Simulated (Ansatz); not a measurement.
## Run report: GeH4O3F2, nudged elastic band

System: GeH4O3F2.
Method: RKS B3LYP-D4/def2-SVP (Ansatz 0.2.0).

It belongs to a series of runs on one base structure; here: band between the two ends. Figures and captions count atoms from 1; the log counts them from 0 in places.

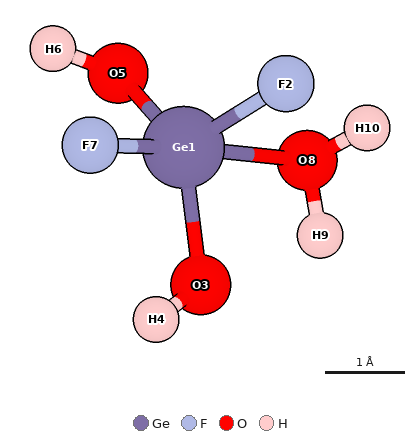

Figure 1. The structure as given in the input (ball-and-stick view, seen at a tilt; atoms are numbered from 1 in the order of the input). Sticks mark near contacts.

**Input**
```yaml
crystal:
  periodic: [false, false, false]
  atoms:
    - { symbol: Ge, position_ang: [0.009392, 0.078187, 0.125909] }
    - { symbol: F, position_ang: [-0.287054, -0.292096, 1.805251] }
    - { symbol: O, position_ang: [1.678381, -0.230656, -0.390865] }
    - { symbol: H, position_ang: [1.707449, -1.04652, -0.911303] }
    - { symbol: O, position_ang: [-0.973502, 1.367824, -0.55005] }
    - { symbol: H, position_ang: [-1.68124, 0.96125, -1.072802] }
    - { symbol: F, position_ang: [-0.76354, -1.321549, -0.603928] }
    - { symbol: O, position_ang: [1.116892, 1.737333, 1.086082] }
    - { symbol: H, position_ang: [2.030058, 1.482595, 0.867906] }
    - { symbol: H, position_ang: [1.006962, 1.550828, 2.032398] }
basis:
  gaussian: { orbitals: def2-SVP }
hamiltonian:
  xc: b3lyp
  dispersion: d4
neb:
  order_check: false
  images: 7
  f_tol: 0.03
  max_iterations: 60
  final_atoms:
    - { symbol: Ge, position_ang: [0.53542239, -0.04241735, -0.20696984] }
    - { symbol: F, position_ang: [-1.07758827, 1.89410601, 1.79089742] }
    - { symbol: O, position_ang: [1.79140483, -0.09000446, -1.42487214] }
    - { symbol: H, position_ang: [1.64295945, -0.76211095, -2.10485303] }
    - { symbol: O, position_ang: [-0.93373033, 0.75111084, -0.68689485] }
    - { symbol: H, position_ang: [-1.29728399, 1.24781078, 0.076179] }
    - { symbol: F, position_ang: [0.24038, -1.67837712, 0.29039683] }
    - { symbol: O, position_ang: [1.15651747, 0.84731309, 1.20877661] }
    - { symbol: H, position_ang: [1.94606888, 0.48001515, 1.62892239] }
    - { symbol: H, position_ang: [-0.16035243, 1.63975001, 1.81701561] }
  initial_path:
    images:
      - { positions_ang: [[0.009392, 0.078187, 0.125909], [-0.287054, -0.292096, 1.805251], [1.678381, -0.230656, -0.390865], [1.707449, -1.04652, -0.911303], [-0.973502, 1.367824, -0.55005], [-1.68124, 0.96125, -1.072802], [-0.76354, -1.321549, -0.603928], [1.116892, 1.737333, 1.086082], [2.030058, 1.482595, 0.867906], [1.006962, 1.550828, 2.032398]] }
      - { positions_ang: [[0.00621809, 0.05784648, 0.09726334], [-0.21622602, -0.20636338, 1.86409018], [1.67525378, -0.18097957, -0.43743772], [1.77428934, -1.03220774, -0.85056507], [-0.9365035, 1.38372502, -0.56669802], [-1.70719055, 1.02154088, -1.01290973], [-0.77396115, -1.33671754, -0.58088137], [1.11141386, 1.71356078, 0.96973695], [1.98986081, 1.4463152, 0.94922456], [0.92064333, 1.42047587, 1.95677488]] }
      - { positions_ang: [[0.00304417, 0.03750597, 0.06861769], [-0.14539803, -0.12063077, 1.92292936], [1.67212656, -0.13130315, -0.48401044], [1.84112968, -1.01789547, -0.78982714], [-0.899505, 1.39962603, -0.58334605], [-1.73314109, 1.08183176, -0.95301746], [-0.7843823, -1.35188608, -0.55783474], [1.10593572, 1.68978857, 0.8533919], [1.94966363, 1.41003541, 1.03054313], [0.83432466, 1.29012374, 1.88115176]] }
      - { positions_ang: [[-0.00012974, 0.01716545, 0.03997203], [-0.07457005, -0.03489815, 1.98176854], [1.66899935, -0.08162672, -0.53058317], [1.90797003, -1.00358321, -0.72908921], [-0.8625065, 1.41552705, -0.59999407], [-1.75909164, 1.14212264, -0.89312519], [-0.79480346, -1.36705463, -0.53478811], [1.10045757, 1.66601635, 0.73704685], [1.90946644, 1.37375561, 1.11186169], [0.74800599, 1.1597716, 1.80552864]] }
      - { positions_ang: [[-0.00330365, -0.00317507, 0.01132637], [-0.00374206, 0.05083446, 2.04060772], [1.66587213, -0.03195029, -0.57715589], [1.97481037, -0.98927094, -0.66835128], [-0.825508, 1.43142806, -0.6166421], [-1.78504218, 1.20241352, -0.83323292], [-0.80522461, -1.38222317, -0.51174148], [1.09497943, 1.64224414, 0.6207018], [1.86926926, 1.33747582, 1.19318025], [0.66168732, 1.02941947, 1.72990552]] }
      - { positions_ang: [[0.13137786, -0.01298564, -0.04324768], [-0.27220362, 0.51165235, 1.97818014], [1.69725531, -0.04646384, -0.78908495], [1.89184764, -0.93248094, -1.02747672], [-0.85256358, 1.26134876, -0.63420529], [-1.66310264, 1.21376284, -0.60587994], [-0.54382346, -1.45626165, -0.3112069], [1.11036394, 1.44351138, 0.7677205], [1.88846916, 1.12311065, 1.30211579], [0.45617738, 1.18200211, 1.75168304]] }
      - { positions_ang: [[0.26605937, -0.02279621, -0.09782173], [-0.54066517, 0.97247024, 1.91575257], [1.72863848, -0.06097738, -1.00101401], [1.80888491, -0.87569095, -1.38660216], [-0.87961917, 1.09126945, -0.65176847], [-1.54116309, 1.22511215, -0.37852696], [-0.2824223, -1.53030014, -0.11067232], [1.12574845, 1.24477861, 0.91473921], [1.90766907, 0.90874548, 1.41105132], [0.25066745, 1.33458474, 1.77346056]] }
      - { positions_ang: [[0.40074088, -0.03260678, -0.15239578], [-0.80912672, 1.43328812, 1.85332499], [1.76002166, -0.07549092, -1.21294308], [1.72592218, -0.81890095, -1.7457276], [-0.90667475, 0.92119015, -0.66933166], [-1.41922354, 1.23646146, -0.15117398], [-0.02102115, -1.60433863, 0.08986226], [1.14113296, 1.04604585, 1.06175791], [1.92686897, 0.69438032, 1.51998686], [0.04515751, 1.48716738, 1.79523809]] }
      - { positions_ang: [[0.53542239, -0.04241735, -0.20696984], [-1.07758827, 1.89410601, 1.79089742], [1.79140483, -0.09000446, -1.42487214], [1.64295945, -0.76211095, -2.10485303], [-0.93373033, 0.75111084, -0.68689485], [-1.29728399, 1.24781078, 0.076179], [0.24038, -1.67837712, 0.29039683], [1.15651747, 0.84731309, 1.20877661], [1.94606888, 0.48001515, 1.62892239], [-0.16035243, 1.63975001, 1.81701561]] }
```

Run on 4 threads of Arm Neoverse V1, 24 GiB of memory available, shared host.

Run as:
```bash
ansatz run input.yaml --threads 4 --pin off --max-ram 5120MiB --backend cpu --events-out ev --progress --plain --runs-dir out
```

**The program's output**
```
Engine: ansatz 0.2.0, aarch64-unknown-linux-gnu
Functional definition: B3LYP
  parameter a0 = 0.2
  parameter ax = 0.72
  parameter ac = 0.81
  exchange = (1 - a0 - ax)*slater_x + ax*b88_x + a0*exact_x
  correlation = (1 - ac)*vwn_rpa_c + ac*lyp_c
1251 factors; integrals over basis functions are off by at most 5.2e-4 eV
mean field evaluation 1: about -68133.7034 eV, gradient 9.0e1 eV
mean field evaluation 2: about -68113.5934 eV, gradient 1.4e2 eV
mean field evaluation 4: about -68146.6940 eV, gradient 5.9e0 eV
mean field evaluation 8: about -68146.7661 eV, gradient 7.8e-2 eV
mean field -68146.76609058 eV, -2504.3474622917 hartree, gradient 6.3e-5 eV, S^2 0.000000; 0 other end points of the search recorded, 0 dependent functions left out
the calculation of the forces begins
reference -68146.76630726 eV, -2504.3474702546 hartree; 39, 39 occupied and 83, 83 virtual orbitals, 1251 factors
1253 factors; integrals over basis functions are off by at most 1.4e-3 eV
mean field evaluation 16: about -68133.2732 eV, gradient 9.1e1 eV
mean field evaluation 32: about -68146.5199 eV, gradient 7.1e-6 eV
mean field -68146.51993767 eV, -2504.3384163390 hartree, gradient 7.0e-6 eV, S^2 0.000000; 0 other end points of the search recorded, 0 dependent functions left out
[... from here on the field's lines of each further geometry are left out, up to the last ...]
NEB iter   1: max|band force component| = 2.751e1 eV/Å  barrier→ = 6.1008 eV  barrier← = 5.8537 eV  Δτ_max = 0.2000 Å  (247 SCF iters)
NEB iter   2: max|band force component| = 3.848e0 eV/Å  barrier→ = 1.8027 eV  barrier← = 1.5555 eV  Δτ_max = 0.1964 Å  (217 SCF iters)
NEB iter   3: max|band force component| = 2.033e0 eV/Å  barrier→ = 1.1885 eV  barrier← = 0.9413 eV  Δτ_max = 0.2000 Å  (212 SCF iters)
NEB iter   4: max|band force component| = 1.652e0 eV/Å  barrier→ = 1.0590 eV  barrier← = 0.8118 eV  Δτ_max = 0.1946 Å  (207 SCF iters)
NEB iter   5: max|band force component| = 1.230e0 eV/Å  barrier→ = 0.9725 eV  barrier← = 0.7253 eV  Δτ_max = 0.1962 Å  (202 SCF iters)
NEB iter   6: max|band force component| = 8.727e-1 eV/Å  barrier→ = 0.9643 eV  barrier← = 0.7171 eV  Δτ_max = 0.1998 Å  (206 SCF iters)
NEB iter   7: max|band force component| = 5.256e-1 eV/Å  barrier→ = 0.9454 eV  barrier← = 0.6982 eV  Δτ_max = 0.1491 Å  (210 SCF iters)
NEB iter   8: max|band force component| = 5.192e-1 eV/Å  barrier→ = 0.9242 eV  barrier← = 0.6771 eV  Δτ_max = 0.0585 Å  (204 SCF iters)
NEB iter   9: max|band force component| = 3.009e-1 eV/Å  barrier→ = 0.8876 eV  barrier← = 0.6404 eV  CI = image 4  Δτ_max = 0.1209 Å  (205 SCF iters)
NEB iter  10: max|band force component| = 3.918e-1 eV/Å  barrier→ = 0.9383 eV  barrier← = 0.6911 eV  CI = image 4  Δτ_max = 0.0493 Å  (203 SCF iters)
NEB iter  11: max|band force component| = 9.676e-2 eV/Å  barrier→ = 0.9315 eV  barrier← = 0.6843 eV  CI = image 4  Δτ_max = 0.0597 Å  (197 SCF iters)
NEB iter  12: max|band force component| = 6.712e-2 eV/Å  barrier→ = 0.9276 eV  barrier← = 0.6805 eV  CI = image 4  Δτ_max = 0.0273 Å  (201 SCF iters)
NEB iter  13: max|band force component| = 6.092e-2 eV/Å  barrier→ = 0.9267 eV  barrier← = 0.6795 eV  CI = image 4  Δτ_max = 0.0304 Å  (192 SCF iters)
NEB iter  14: max|band force component| = 4.799e-2 eV/Å  barrier→ = 0.9260 eV  barrier← = 0.6788 eV  CI = image 4  Δτ_max = 0.0299 Å  (201 SCF iters)
NEB iter  15: max|band force component| = 3.031e-2 eV/Å  barrier→ = 0.9253 eV  barrier← = 0.6781 eV  CI = image 4  Δτ_max = 0.0396 Å  (202 SCF iters)
NEB iter  16: max|band force component| = 4.727e-2 eV/Å  barrier→ = 0.9250 eV  barrier← = 0.6778 eV  CI = image 4  Δτ_max = 0.0199 Å  (199 SCF iters)
NEB iter  17: max|band force component| = 3.566e-2 eV/Å  barrier→ = 0.9248 eV  barrier← = 0.6776 eV  CI = image 4  Δτ_max = 0.0199 Å  (194 SCF iters)
the calculation of the forces begins
reference -68146.50917190 eV, -2504.3380207043 hartree; 39, 39 occupied and 83, 83 virtual orbitals, 1253 factors
1252 factors; integrals over basis functions are off by at most 1.4e-3 eV
mean field evaluation 1088: about -68145.8421 eV, gradient 4.8e-3 eV
mean field -68145.84208274 eV, -2504.3135056300 hartree, gradient 1.0e-5 eV, S^2 0.000000; 1 other end points of the search recorded, 0 dependent functions left out
the calculation of the forces begins
reference -68145.84229588 eV, -2504.3135134626 hartree; 39, 39 occupied and 83, 83 virtual orbitals, 1252 factors
NEB iter  18: max|band force component| = 1.349e-2 eV/Å  barrier→ = 0.9246 eV  barrier← = 0.6774 eV  CI = image 4  Δτ_max = 0.0000 Å  (384 SCF iters)
```

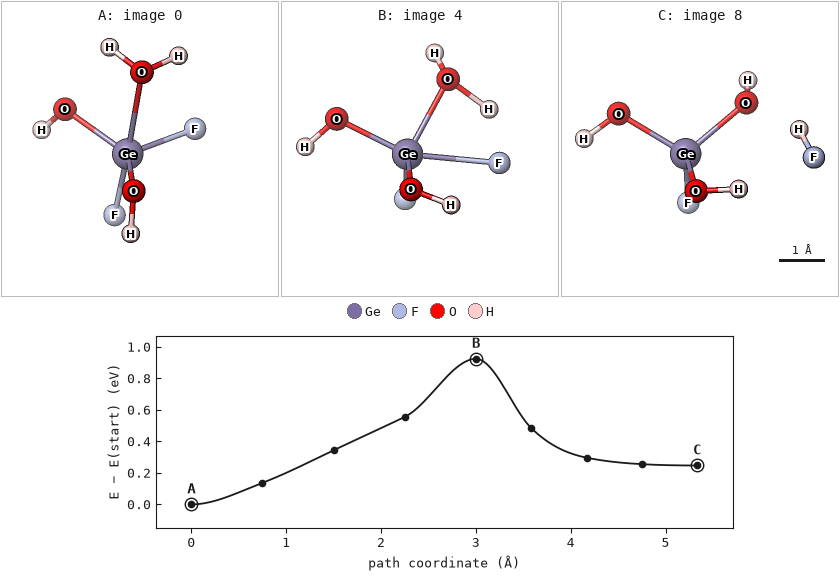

Figure 2. Images of the last band (counted from 0; ball-and-stick, seen at a tilt) above the energy along the path; the line is a cubic interpolation that uses the forces. The highest image is number 4, 0.925 eV above the start and 0.677 eV above the end (the climbing image); the end lies 0.247 eV above the start. The path is 5.33 Å long. The band converged in 18 iterations.

```
Total energy: -68146.15161281 eV, -2504.3248806501 hartree
Atom 0 at     0.284003     0.187068    -0.032361 Å, force    -0.004108     0.001832     0.003741 eV/Å
Atom 1 at    -0.849649     0.753957     1.598503 Å, force     0.005269     0.000420    -0.004487 eV/Å
Atom 2 at     1.731875    -0.042226    -1.024383 Å, force    -0.002621    -0.001427     0.002605 eV/Å
Atom 3 at     1.649722    -0.806688    -1.610727 Å, force     0.001272     0.003305    -0.003224 eV/Å
Atom 4 at    -0.894193     0.989581    -1.047951 Å, force     0.000925    -0.003539     0.003923 eV/Å
Atom 5 at    -1.658873     1.234056    -0.504536 Å, force    -0.001066     0.000980    -0.004478 eV/Å
Atom 6 at    -0.036015    -1.446147     0.466037 Å, force     0.000453     0.001171     0.000884 eV/Å
Atom 7 at     1.242066     1.285385     1.208199 Å, force    -0.002659    -0.006404     0.004850 eV/Å
Atom 8 at     2.094373     0.946009     1.520276 Å, force     0.001827     0.001470    -0.001702 eV/Å
Atom 9 at     0.280490     1.186201     1.815542 Å, force     0.000708     0.002193    -0.002111 eV/Å
Dipole moment:     0.335435     0.086108     0.216787 e Å
this run last wrote the band of iteration 18 to [file]
```

**The last band as extended XYZ (Å, eV, eV/Å)**
```
10
Properties=species:S:1:pos:R:3:forces:R:3 image=0 energy=-68147.07602
Ge    0.0094    0.0782    0.1259   -0.0031  -0.0012  -0.0165
F    -0.2871   -0.2921    1.8053   -0.0004   0.0050   0.0168
O     1.6784   -0.2307   -0.3909    0.0031  -0.0069  -0.0059
H     1.7074   -1.0465   -0.9113    0.0053  -0.0060  -0.0027
O    -0.9735    1.3678   -0.5501   -0.0075   0.0057  -0.0025
H    -1.6812    0.9613   -1.0728    0.0066  -0.0042   0.0061
F    -0.7635   -1.3215   -0.6039    0.0004   0.0014  -0.0069
O     1.1169    1.7373    1.0861    0.0083  -0.0004   0.0060
H     2.0301    1.4826    0.8679   -0.0121   0.0017  -0.0028
H     1.0070    1.5508    2.0324   -0.0005   0.0050   0.0082
10
Properties=species:S:1:pos:R:3:forces:R:3 image=1 energy=-68146.93881
Ge    0.0272    0.0537    0.0527   -0.0063  -0.0050   0.0064
F    -0.4995   -0.0589    1.7208    0.0744  -0.0919   0.0348
O     1.7025   -0.1787   -0.4732    0.0068  -0.0375   0.0596
H     1.7407   -0.9578   -1.0481    0.0116  -0.0376   0.0607
O    -0.8849    1.2483   -0.8486    0.0161   0.0604   0.0578
H    -1.8371    1.1088   -0.7502   -0.0121  -0.0417  -0.0414
F    -0.5993   -1.5090   -0.4324   -0.0768   0.0403  -0.1043
O     1.1848    1.6966    1.1125   -0.0175   0.0414  -0.0172
H     2.0915    1.3581    1.0249   -0.0170   0.0461  -0.0500
H     0.9179    1.5261    2.0301    0.0210   0.0256  -0.0062
10
Properties=species:S:1:pos:R:3:forces:R:3 image=2 energy=-68146.73220
Ge    0.0451    0.0678    0.0297   -0.0262  -0.0259   0.0040
F    -0.7337    0.2226    1.6105    0.0493  -0.1145   0.0405
O     1.6854   -0.0756   -0.6418    0.0083  -0.0313   0.0817
H     1.7095   -0.8541   -1.2188    0.0263  -0.0375   0.0888
O    -0.9212    1.0738   -1.0311    0.0140   0.0369   0.0250
H    -1.7915    1.2416   -0.6427   -0.0122   0.0095  -0.0133
F    -0.3763   -1.6248   -0.1223   -0.0920  -0.0144  -0.1488
O     1.2381    1.5737    1.1690   -0.0161   0.0673  -0.0153
H     2.1395    1.2130    1.1862   -0.0101   0.0667  -0.0845
H     0.8488    1.4490    2.0499    0.0588   0.0431   0.0218
10
Properties=species:S:1:pos:R:3:forces:R:3 image=3 energy=-68146.52016
Ge    0.1048    0.1291    0.0163   -0.0870  -0.0235   0.0247
F    -0.8653    0.5162    1.4976   -0.0083  -0.1072  -0.0516
O     1.6702   -0.0095   -0.8307   -0.0231   0.0150   0.0917
H     1.6513   -0.7742   -1.4254    0.0013   0.0129   0.0841
O    -0.9383    0.9883   -1.1049   -0.0145   0.0013  -0.0254
H    -1.7484    1.2317   -0.6327   -0.0364   0.0058  -0.0635
F    -0.1629   -1.5822    0.2467   -0.0623  -0.0606  -0.1022
O     1.2811    1.4054    1.2163    0.0198   0.0490   0.0075
H     2.1575    1.0378    1.4089    0.0265   0.0364  -0.0470
H     0.6938    1.3445    1.9965    0.1839   0.0708   0.0817
10
Properties=species:S:1:pos:R:3:forces:R:3 image=4 energy=-68146.15140
Ge    0.2840    0.1871   -0.0324   -0.0041   0.0018   0.0037
F    -0.8496    0.7540    1.5985    0.0053   0.0004  -0.0045
O     1.7319   -0.0422   -1.0244   -0.0026  -0.0014   0.0026
H     1.6497   -0.8067   -1.6107    0.0013   0.0033  -0.0032
O    -0.8942    0.9896   -1.0480    0.0009  -0.0035   0.0039
H    -1.6589    1.2341   -0.5045   -0.0011   0.0010  -0.0045
F    -0.0360   -1.4461    0.4660    0.0005   0.0012   0.0009
O     1.2421    1.2854    1.2082   -0.0027  -0.0064   0.0049
H     2.0944    0.9460    1.5203    0.0018   0.0015  -0.0017
H     0.2805    1.1862    1.8155    0.0007   0.0022  -0.0021
10
Properties=species:S:1:pos:R:3:forces:R:3 image=5 energy=-68146.59105
Ge    0.4444    0.1966   -0.1117    0.1931   0.0050  -0.0902
F    -0.9681    0.8993    1.8252   -0.1520   0.1736   0.2424
O     1.8019   -0.0897   -1.1778    0.1009  -0.0563  -0.1516
H     1.6659   -0.8645   -1.7370    0.0457  -0.0710  -0.1215
O    -0.8477    0.9956   -0.9756    0.0662  -0.0019   0.0598
H    -1.5910    1.2129   -0.3921    0.0857  -0.0351   0.0972
F    -0.0123   -1.3693    0.4802    0.0295   0.0878   0.0190
O     1.2472    1.2057    1.1559   -0.0044  -0.0787  -0.0582
H     2.1426    0.9235    1.3897    0.0364  -0.0161  -0.1292
H    -0.0390    1.1770    1.9319   -0.4010  -0.0072   0.1322
10
Properties=species:S:1:pos:R:3:forces:R:3 image=6 energy=-68146.77932
Ge    0.5279    0.1345   -0.1996    0.0217  -0.0159  -0.0166
F    -1.1329    1.1842    1.9261   -0.0448   0.0596   0.0203
O     1.8188   -0.1473   -1.3465    0.0120  -0.0063  -0.0354
H     1.6741   -0.9383   -1.8839    0.0156  -0.0067  -0.0370
O    -0.8331    0.9877   -0.8737    0.0026  -0.0157   0.0223
H    -1.4260    1.2522   -0.1480    0.0349  -0.0025   0.0501
F     0.0535   -1.4096    0.4310    0.0261  -0.0064  -0.0095
O     1.2292    1.0964    1.1308   -0.0153  -0.0330   0.0083
H     2.1202    0.8291    1.3966   -0.0084  -0.0045  -0.0043
H    -0.1879    1.2983    1.9558   -0.0443   0.0313   0.0019
10
Properties=species:S:1:pos:R:3:forces:R:3 image=7 energy=-68146.82044
Ge    0.5427    0.0508   -0.2259    0.0020  -0.0049  -0.0026
F    -1.1475    1.5549    1.8906   -0.0012   0.0178  -0.0012
O     1.7994   -0.1378   -1.4284    0.0010   0.0031  -0.0037
H     1.6674   -0.9098   -1.9967    0.0024   0.0051  -0.0078
O    -0.8645    0.9116   -0.7744   -0.0043  -0.0083   0.0066
H    -1.3260    1.2778    0.0064    0.0039  -0.0020   0.0078
F     0.1388   -1.5360    0.3485    0.0083  -0.0080  -0.0034
O     1.2042    0.9691    1.1539   -0.0057  -0.0067   0.0041
H     2.0277    0.6266    1.5280   -0.0044  -0.0080   0.0052
H    -0.1984    1.4801    1.8867   -0.0020   0.0120  -0.0051
10
Properties=species:S:1:pos:R:3:forces:R:3 image=8 energy=-68146.82883
Ge    0.5354   -0.0424   -0.2070   -0.0025  -0.0106   0.0016
F    -1.0776    1.8941    1.7909   -0.0075   0.0029  -0.0007
O     1.7914   -0.0900   -1.4249   -0.0034  -0.0008  -0.0016
H     1.6430   -0.7621   -2.1049    0.0012   0.0011  -0.0015
O    -0.9337    0.7511   -0.6869    0.0096   0.0003   0.0040
H    -1.2973    1.2478    0.0762   -0.0059  -0.0010  -0.0025
F     0.2404   -1.6784    0.2904    0.0017   0.0093  -0.0013
O     1.1565    0.8473    1.2088    0.0051  -0.0001  -0.0057
H     1.9461    0.4800    1.6289   -0.0033  -0.0007   0.0026
H    -0.1604    1.6398    1.8170    0.0051  -0.0004   0.0051
```

**Key numbers**

- outcome: converged
- barrier, forward: 0.925 eV
- barrier, backward: 0.677 eV
- wall time: 5.5 min (CPU time 20 min)
- peak memory: 0.34 GiB

**Remarks**

The order of the saddle point was not checked.
